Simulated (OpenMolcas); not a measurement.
## Fe²⁺ complex: multiconfigurational calculation (part 2 of 2)

The same run, continued: Fe²⁺ with 6 ligands (Br; octahedron, 2.744 Å), embedded in CsCaBr3 by model potentials and point charges, whose field is part of the energies. Method: state-averaged CASSCF, active space 6 electrons in the shell 3d, basis ANO-RCC-VDZP on the metal and ANO-RCC-VDZP on the ligands, DKH2 scalar Hamiltonian, spin-orbit coupling by RASSI with atomic mean-field integrals (OpenMolcas).

### Output (extracts), continued
```
--- RASSI ---
SPIN-FREE ENERGIES:
  (Shifted by EMIN (a.u.) =     -16898.9994108318)

 SF State       Relative EMIN(au)   Rel lowest level(eV)    D:o, cm**(-1)

     1             0.0000000000        0.0000000000              0.0000
     2             0.0000000000        0.0000000000              0.0000
     3             0.0000000000        0.0000000000              0.0000
     4             0.0148643106        0.4044784979           3262.3391
     5             0.0148643106        0.4044784979           3262.3391
     6             0.0902656420        2.4562532484          19811.0185
     7             0.0902656420        2.4562532484          19811.0185
     8             0.0902656420        2.4562532484          19811.0185
     9             0.0965935801        2.6284452171          21199.8404
    10             0.0965935801        2.6284452171          21199.8404
    11             0.0965935801        2.6284452171          21199.8404
    12             0.1023662947        2.7855287829          22466.8048
    13             0.1023662947        2.7855287829          22466.8048
    14             0.1023662947        2.7855287829          22466.8048
    15             0.1082020325        2.9443272980          23747.6012
    16             0.1082020325        2.9443272980          23747.6012
    17             0.1136987265        3.0938999622          24953.9861
    18             0.1136987265        3.0938999622          24953.9861
    19             0.1136987265        3.0938999622          24953.9861
    20             0.1157302926        3.1491816923          25399.8633
    21             0.1157302926        3.1491816923          25399.8633
    22             0.1157302926        3.1491816923          25399.8633
    23             0.1233601718        3.3568012832          27074.4282
    24             0.1233601718        3.3568012832          27074.4282
    25             0.1233601718        3.3568012832          27074.4282
    26             0.1237166924        3.3665027023          27152.6755
    27             0.1259573208        3.4274733059          27644.4365
    28             0.1259573208        3.4274733059          27644.4365
    29             0.1259573208        3.4274733059          27644.4365
    51             0.1261881968        3.4337557629          27695.1080
    31             0.1309266101        3.5626945563          28735.0695
    30             0.1309266101        3.5626945563          28735.0695
    52             0.1359435049        3.6992112206          29836.1506
    53             0.1359435049        3.6992112206          29836.1506
    54             0.1359435049        3.6992112206          29836.1506
    32             0.1383404909        3.7644365300          30362.2282
    33             0.1402978718        3.8176995803          30791.8237
    34             0.1402978718        3.8176995803          30791.8237
    35             0.1402978718        3.8176995803          30791.8237
    55             0.1453585170        3.9554067514          31902.5069
Eigenvalues of complex Hamiltonian:
   -----------------------------------
  (Shifted by EMIN (a.u.) =     -16898.9994108318)

 SO State       Relative EMIN(au)   Rel lowest level(eV)    D:o, cm**(-1)

     1            -0.0016098534        0.0000000000              0.0000
     2            -0.0016098534        0.0000000000              0.0000
     3            -0.0016098534        0.0000000000              0.0000
     4            -0.0007568103        0.0232124859            187.2213
     5            -0.0007568103        0.0232124859            187.2213
     6            -0.0006680208        0.0256285722            206.7084
     7            -0.0006680208        0.0256285722            206.7084
     8            -0.0006680208        0.0256285722            206.7084
     9             0.0004730539        0.0566787954            457.1453
    10             0.0007006142        0.0628710280            507.0890
    11             0.0007006142        0.0628710280            507.0890
    12             0.0007006142        0.0628710280            507.0890
    13             0.0008549120        0.0670696850            540.9535
    14             0.0008549120        0.0670696850            540.9535
    15             0.0008549120        0.0670696850            540.9535
    16             0.0147958209        0.4464211394           3600.6293
    17             0.0148601728        0.4481722451           3614.7529
    18             0.0148601728        0.4481722451           3614.7529
    19             0.0148601728        0.4481722451           3614.7529
    20             0.0149231932        0.4498871168           3628.5843
    21             0.0149231932        0.4498871168           3628.5843
    22             0.0149983322        0.4519317549           3645.0754
    23             0.0149983322        0.4519317549           3645.0754
    24             0.0149983322        0.4519317549           3645.0754
    25             0.0150722674        0.4539436331           3661.3023
    26             0.0892729612        2.4730473723          19946.4722
    27             0.0892729612        2.4730473718          19946.4722
    28             0.0893894459        2.4762170828          19972.0377
    29             0.0893894459        2.4762170829          19972.0377
    30             0.0893894459        2.4762170826          19972.0377
    31             0.0908501335        2.5159644178          20292.6216
    32             0.0908501336        2.5159644183          20292.6216
    33             0.0908501336        2.5159644180          20292.6216
    34             0.0909830813        2.5195821108          20321.8002
    35             0.0958492903        2.6519984036          21389.8096
    36             0.0961841850        2.6611113509          21463.3105
    37             0.0961841850        2.6611113509          21463.3105
    38             0.0961841850        2.6611113507          21463.3105
    39             0.0966080170        2.6726444071          21556.3309
    40             0.0966080170        2.6726444072          21556.3309
    41             0.0966080170        2.6726444071          21556.3309
Weights of the five most important spin-orbit-free states for each spin-orbit state.

 SO State  Total energy (au)           Spin-free states, spin, and weights
 -------------------------------------------------------------------------------------------------------
    1        -0.001610       1 2.0  0.3594    3 2.0  0.3190    2 2.0  0.3178    5 2.0  0.0024    4 2.0  0.0006
    2        -0.001610       2 2.0  0.3491    3 2.0  0.3478    1 2.0  0.2992    4 2.0  0.0018    5 2.0  0.0012
    3        -0.001610       1 2.0  0.3375    3 2.0  0.3294    2 2.0  0.3293    4 2.0  0.0021    5 2.0  0.0009
    4        -0.000757       3 2.0  0.6584    2 2.0  0.1687    1 2.0  0.1614    5 2.0  0.0053    4 2.0  0.0053
    5        -0.000757       1 2.0  0.4976    2 2.0  0.4903    5 2.0  0.0053    4 2.0  0.0053    3 2.0  0.0007
    6        -0.000668       2 2.0  0.4338    3 2.0  0.3992    1 2.0  0.1592    5 2.0  0.0036    4 2.0  0.0034
    7        -0.000668       3 2.0  0.4585    2 2.0  0.3570    1 2.0  0.1767    5 2.0  0.0037    4 2.0  0.0034
    8        -0.000668       1 2.0  0.6563    2 2.0  0.2014    3 2.0  0.1345    4 2.0  0.0038    5 2.0  0.0033
    9         0.000473       3 2.0  0.3249    1 2.0  0.3249    2 2.0  0.3249    5 2.0  0.0119    4 2.0  0.0119
   10         0.000701       1 2.0  0.3549    2 2.0  0.3441    3 2.0  0.2898    5 2.0  0.0054    4 2.0  0.0049
   11         0.000701       1 2.0  0.3596    3 2.0  0.3302    2 2.0  0.2990    4 2.0  0.0070    5 2.0  0.0033
   12         0.000701       3 2.0  0.3688    2 2.0  0.3457    1 2.0  0.2743    5 2.0  0.0067    4 2.0  0.0036
```

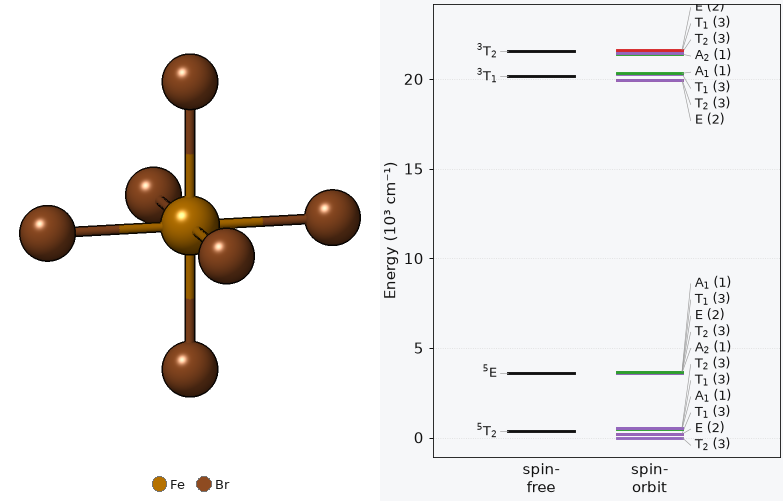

**Figure 2.** Fe²⁺ (3d⁶) as a dopant in CsCaBr₃, a cluster with its 6 nearest Br⁻ at 2.744 Å (octahedron) embedded in model potentials and point charges; the geometry was set, not optimised, and its levels. Labels give the representation in O, Td, D4 or D3 as the site allows (double group for half-integer spin) where it could be assigned and, in brackets, the degeneracy; spin-free states, where drawn, share the zero of the spin-orbit levels. The ground level is T₂, 3-fold degenerate, 100 % from states of spin multiplicity 5. The next level lies at 187 cm⁻¹ (E). The lowest spin-free state is ⁵T₂, from the free-ion D term; of the same spin there follows at 3,260 cm⁻¹ (⁵E) above it. A ligand-field fit to the spin-free states gives |10Dq| = 3,260 cm⁻¹, B = 1,130 and C = 4,200 cm⁻¹ (rms misfit 50 cm⁻¹). The active orbitals hold 96 to 99 % metal character (Löwdin), and the Mulliken charge of the metal is +1.03.

Outcome of the run: converged.
